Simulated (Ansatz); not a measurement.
# C₄H₁₁BN₂: basis-set convergence

How large a basis does C₄H₁₁BN₂ need? Two functionals are run in growing sets.

The runs use Ansatz 0.2.0, Gaussian basis; one geometry, several basis sets.

The runs, in order: PBE0-D4/def2-SVP; ωB97M-V/def2-SVP; PBE0-D4/def2-QZVPP; ωB97M-V/def2-QZVPP; the functionals' def2-TZVPP values are taken from earlier runs.

1 further run of the same task is left out (it didn't finish). Runs told in other sessions of the task aren't counted.

### Step 1. Structure used throughout

An earlier PBE0-D4 in a triple-zeta def2 set relaxation fixed the geometry.

18 atoms, charge 0, spin multiplicity 1.

Atoms are counted from 1 here; the program's logs count them from 0.

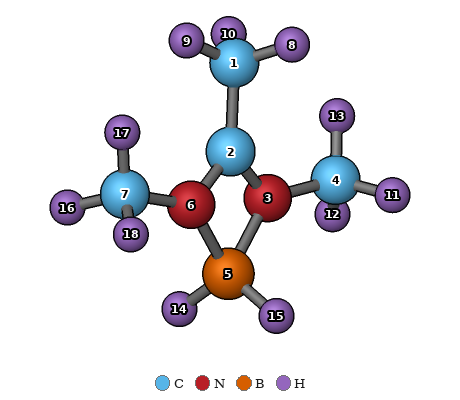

The geometry (carbon blue, nitrogen red, boron orange, hydrogen purple); atoms are numbered from 1 in the order of the file.

### Step 2. PBE0-D4 in def2-SVP

in.yaml

```yaml
crystal:
  periodic: [false, false, false]
  atoms:
    - {symbol: C, position_ang: [1.434299, 0.603296, 0.974808]}
    - {symbol: C, position_ang: [0.270082, 0.135261, 0.183240]}
    - {symbol: N, position_ang: [0.264071, -0.480562, -0.986584]}
    - {symbol: C, position_ang: [1.332489, -1.160952, -1.642221]}
    - {symbol: B, position_ang: [-1.315539, -0.557291, -0.896983]}
    - {symbol: N, position_ang: [-1.019142, 0.195954, 0.464965]}
    - {symbol: C, position_ang: [-1.716692, 1.015285, 1.400270]}
    - {symbol: H, position_ang: [1.944969, -0.246926, 1.434888]}
    - {symbol: H, position_ang: [1.122432, 1.282984, 1.766659]}
    - {symbol: H, position_ang: [2.151134, 1.117918, 0.332662]}
    - {symbol: H, position_ang: [1.367200, -2.225261, -1.377802]}
    - {symbol: H, position_ang: [1.207673, -1.091801, -2.724810]}
    - {symbol: H, position_ang: [2.298473, -0.716017, -1.386457]}
    - {symbol: H, position_ang: [-1.897505, 0.118051, -1.714394]}
    - {symbol: H, position_ang: [-1.739690, -1.681223, -0.754507]}
    - {symbol: H, position_ang: [-2.140157, 1.906292, 0.921710]}
    - {symbol: H, position_ang: [-1.060441, 1.342516, 2.210867]}
    - {symbol: H, position_ang: [-2.541254, 0.453675, 1.845486]}
basis:
  gaussian: {orbitals: def2-SVP}
hamiltonian: {xc: pbe0, dispersion: d4}
output: {orbitals: {seedname: orbitals}}
```

Started as:

```console
$ ansatz run in.yaml --threads 4 --pin off --events-out ev --progress --plain --max-ram 11315MiB
```

The program printed:

```text
Functional definition: PBE0
  name "PBE0"
  cite "Adamo & Barone, J. Chem. Phys. 110, 6158 (1999) doi:10.1063/1.478522"
  cite "Perdew, Burke & Ernzerhof, Phys. Rev. Lett. 77, 3865 (1996) doi:10.1103/PhysRevLett.77.3865"
  parent pbe
  parameter a = 0.25
  parameter kappa = 0.804
  parameter beta = 0.06672455060314922
  exchange = (1 - a)*pbe_x(kappa = kappa, mu = beta*pi^2/3) + a*exact_x
  correlation = pbe_c(beta = beta)
1768 factors; their error is unknown
mean field evaluation 1: about -7960.9090 eV, gradient 5.7e1 eV
mean field evaluation 2: about -7960.0224 eV, gradient 6.1e1 eV
mean field evaluation 4: about -7968.8771 eV, gradient 2.4e0 eV
mean field evaluation 8: about -7968.8849 eV, gradient 9.4e-2 eV
mean field evaluation 16: about -7968.8583 eV, gradient 3.7e-5 eV
mean field -7968.85827841 eV, -292.8501402453 hartree, gradient 3.7e-5 eV, S^2 0.000000; 0 other end points of the search recorded, 0 dependent functions left out
reference -7968.85831188 eV, -292.8501414752 hartree; 27, 27 occupied and 126, 126 virtual orbitals, 1768 factors
Total energy: -7969.19725432 eV, -292.8625973805 hartree
```

Wall time 2.1 s (4 threads of Arm Neoverse V2, shared host).

### Step 3. ωB97M-V in def2-SVP

in.yaml: that of step 2 with these lines changed.

```diff
@@ -23,3 +23,3 @@
   gaussian: {orbitals: def2-SVP}
-hamiltonian: {xc: pbe0, dispersion: d4}
+hamiltonian: {xc: {name: wB97M-V}}
 output: {orbitals: {seedname: orbitals}}
```

Launched as before.

The program printed (excerpt; [...] marks lines left out):

```text
Functional definition: wB97M-V
  name "wB97M-V"
  cite "Mardirossian & Head-Gordon, J. Chem. Phys. 144, 214110 (2016) doi:10.1063/1.4952647"
  cite "Becke, J. Chem. Phys. 107, 8554 (1997) doi:10.1063/1.475007"
  cite "Vydrov & Van Voorhis, J. Chem. Phys. 133, 244103 (2010) doi:10.1063/1.3521275"
  # Of w^i u^j: cxij and so on, Table III.
[...]
  gx(w, u) = 1 - cx + cx01*u + cx10*w
  gss(w, u) = css00 + css04*u^4 + css10*w + css20*w^2 + css43*w^4*u^3
  gos(w, u) = cos00 + cos10*w + (cos20 + cos21*u)*w^2 + (cos60 + cos61*u)*w^6
[...]
      + integral(e_c_pw_mod_opposite_spin*gos(b97_w_opposite, b97_u_opposite)) + vv10(b, c)
1768 factors; their error is unknown
445 factors; integrals over basis functions are off by at most 8.0e-6 eV
[...]
mean field -7974.18783088 eV, -293.0459976861 hartree, gradient 5.1e-5 eV, S^2 0.000000; 0 other end points of the search recorded, 0 dependent functions left out
reference -7974.18788206 eV, -293.0459995672 hartree; 27, 27 occupied and 126, 126 virtual orbitals, 1768 factors
Total energy: -7974.18788206 eV, -293.0459995672 hartree
```

Wall time 8 s (4 threads of Arm Neoverse V2, shared host).

### Step 4. PBE0-D4 in def2-QZVPP

in.yaml: that of step 3 with these lines changed.

```diff
@@ -22,4 +22,4 @@
 basis:
-  gaussian: {orbitals: def2-SVP}
-hamiltonian: {xc: {name: wB97M-V}}
+  gaussian: {orbitals: "def2-QZVPP.json"}
+hamiltonian: {xc: pbe0, dispersion: d4}
 output: {orbitals: {seedname: orbitals}}
```

The command is unchanged.

The program printed:

```text
Functional definition: PBE0
  name "PBE0"
  cite "Adamo & Barone, J. Chem. Phys. 110, 6158 (1999) doi:10.1063/1.478522"
  cite "Perdew, Burke & Ernzerhof, Phys. Rev. Lett. 77, 3865 (1996) doi:10.1103/PhysRevLett.77.3865"
  parent pbe
  parameter a = 0.25
  parameter kappa = 0.804
  parameter beta = 0.06672455060314922
  exchange = (1 - a)*pbe_x(kappa = kappa, mu = beta*pi^2/3) + a*exact_x
  correlation = pbe_c(beta = beta)
1929 factors; their error is unknown
mean field evaluation 1: about -7965.0292 eV, gradient 7.6e1 eV
mean field evaluation 2: about -7959.5375 eV, gradient 8.9e1 eV
mean field evaluation 4: about -7977.8536 eV, gradient 4.7e0 eV
mean field evaluation 8: about -7977.8954 eV, gradient 2.9e-1 eV
mean field evaluation 16: about -7977.8946 eV, gradient 2.7e-4 eV
mean field -7977.89458249 eV, -293.1822182952 hartree, gradient 4.7e-5 eV, S^2 0.000000; 0 other end points of the search recorded, 0 dependent functions left out
reference -7977.89463422 eV, -293.1822201965 hartree; 27, 27 occupied and 702, 702 virtual orbitals, 1929 factors
Total energy: -7978.23357667 eV, -293.1946761018 hartree
```

Run time: 21 s. Hardware: 4 threads of Arm Neoverse V2, shared host; peak memory 3.4 GiB.

### Step 5. ωB97M-V in def2-QZVPP

in.yaml: that of step 4 with these lines changed.

```diff
@@ -23,3 +23,3 @@
   gaussian: {orbitals: "def2-QZVPP.json"}
-hamiltonian: {xc: pbe0, dispersion: d4}
+hamiltonian: {xc: {name: wB97M-V}}
 output: {orbitals: {seedname: orbitals}}
```

Same command.

The program printed (excerpt; [...] marks lines left out):

```text
Functional definition: wB97M-V
  name "wB97M-V"
  cite "Mardirossian & Head-Gordon, J. Chem. Phys. 144, 214110 (2016) doi:10.1063/1.4952647"
  cite "Becke, J. Chem. Phys. 107, 8554 (1997) doi:10.1063/1.475007"
  cite "Vydrov & Van Voorhis, J. Chem. Phys. 133, 244103 (2010) doi:10.1063/1.3521275"
  # Of w^i u^j: cxij and so on, Table III.
[...]
  gx(w, u) = 1 - cx + cx01*u + cx10*w
  gss(w, u) = css00 + css04*u^4 + css10*w + css20*w^2 + css43*w^4*u^3
  gos(w, u) = cos00 + cos10*w + (cos20 + cos21*u)*w^2 + (cos60 + cos61*u)*w^6
[...]
      + integral(e_c_pw_mod_opposite_spin*gos(b97_w_opposite, b97_u_opposite)) + vv10(b, c)
1929 factors; their error is unknown
578 factors; integrals over basis functions are off by at most 7.9e-6 eV
[...]
mean field -7983.66582939 eV, -293.3943077070 hartree, gradient 3.7e-5 eV, S^2 0.000000; 0 other end points of the search recorded, 0 dependent functions left out
reference -7983.66591040 eV, -293.3943106840 hartree; 27, 27 occupied and 702, 702 virtual orbitals, 1929 factors
Total energy: -7983.66591040 eV, -293.3943106840 hartree
```

Wall time 42 s (4 threads of Arm Neoverse V2, shared host); peak memory 4.3 GiB.

### Step 6. Density functionals: the series

The def2-TZVPP values come from earlier runs at the same geometry.

```
functional       basis  functions  energy (eV)  from the largest (eV)  HOMO (eV)  LUMO (eV)
   PBE0-D4    def2-SVP        153   -7969.1973                  9.036      -6.15       0.41
   PBE0-D4  def2-TZVPP        371   -7977.7865                  0.447      -6.26       0.30
   PBE0-D4  def2-QZVPP        729   -7978.2336                  0.000      -6.28       0.24
   ωB97M-V    def2-SVP        153   -7974.1879                  9.478      -8.38       2.50
   ωB97M-V  def2-TZVPP        371   -7983.2367                  0.429      -8.49       2.15
   ωB97M-V  def2-QZVPP        729   -7983.6659                  0.000      -8.51       1.43
```

### Step 7. Summary of results

| quantity | value |
| --- | --- |
| PBE0-D4: double and triple zeta above quadruple | 9.04, 0.45 eV |
| ωB97M-V: double and triple zeta above quadruple | 9.48, 0.43 eV |

What this shows: For PBE0-D4 the step from double to triple zeta gains 8.59 eV and the next only 0.45 eV. Total energies overstate the basis error of differences, where much of it tends to cancel. The LUMO of ωB97M-V is positive and keeps falling with the basis (2.50 to 1.43 eV): an unbound level that the basis holds in place.

For PBE0-D4 the largest set took about 10 times as long as the smallest (21 s against 2.1 s).
